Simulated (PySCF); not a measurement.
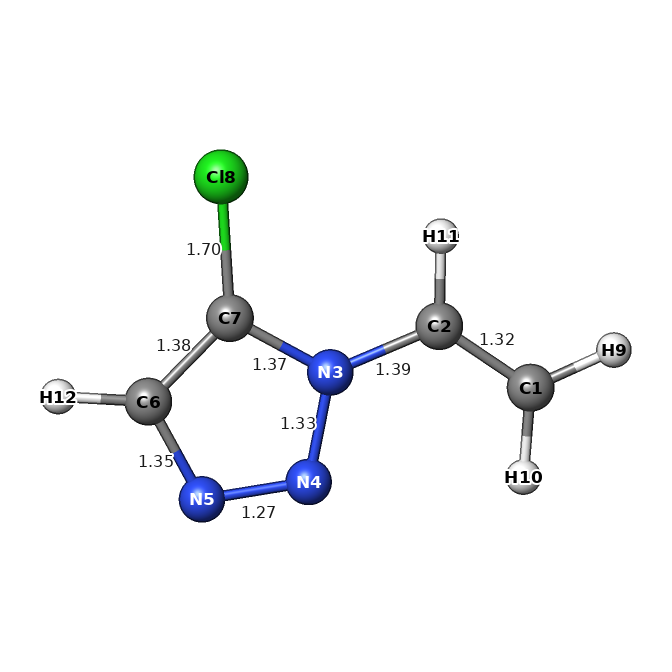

The numbers beside the sticks are distances in Å. Sticks don't show bond order. The computed structure is the end point of a GFN2-xTB optimisation. No frequency run is at hand to confirm it as a minimum.

Q: Which of the marked bonds are single, double, triple or aromatic?

A: C1–C2 double; C2–N3 single; N3–N4 aromatic; N3–C7 aromatic; N4–N5 aromatic; N5–C6 aromatic; C6–C7 aromatic; C7–Cl8 single.

Q: Write the SMILES.

A: C=Cn1nncc1Cl
